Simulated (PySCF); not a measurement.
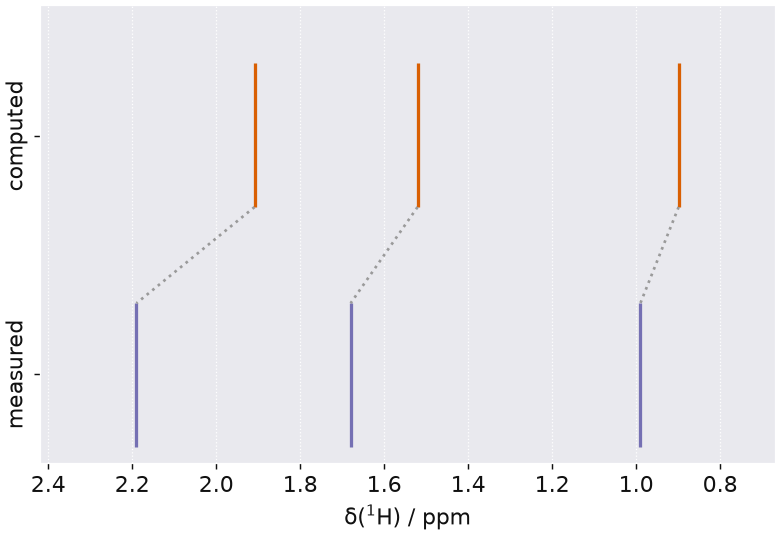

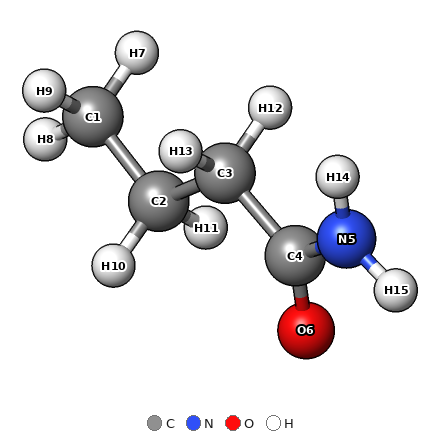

¹H shifts of C₄H₉NO, SMILES CCCC(N)=O against TMS: GIAO LDA/pcSseg-1 (PySCF) for one gas-phase conformer (PBE0-D3(BJ)/def2-SVP, like atoms averaged) above, published measurements (solution) below; dotted lines join the same nuclei. Only nuclei with a measured value are shown, one named for each set of like atoms.

Is the order of the signals reproduced?

Yes, no dotted lines cross.

Assign the lines.

| nucleus | computed | measured |
| --- | --- | --- |
| H on C3 | 1.91 | 2.19 |
| H on C2 | 1.52 | 1.68 |
| H on C1 | 0.90 | 0.99 |
